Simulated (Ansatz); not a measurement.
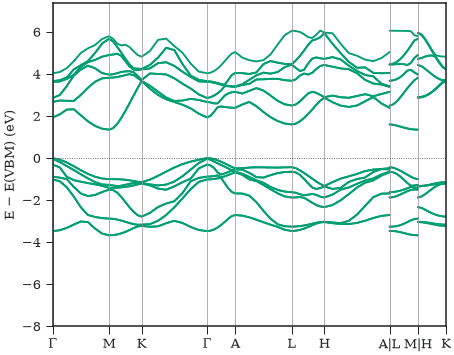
Band structure from plane-wave PAW r²SCAN with spin–orbit coupling (Ansatz code)

**Question.** Read off the gap and where the band edges lie.

**Answer.** About 1.4 eV (1.35 eV by a search for the band edges); maximum at Γ, minimum at M.

The material is BaMg$_{2}$As$_{2}$ in space group P-3m1 (No. 164; Ba on 1a, Mg on 2d, As on 2d).

The first step of the workflow began from a Materials Project structure, measured or hypothetical; the Crystallography Open Database copy checked does not list it. Its standing as an ambient phase is unchecked. The r²SCAN relaxation kept the symmetry of its start; whether a distortion lowers the energy is not shown.

Potentials: the later of the program's two PAW sets.
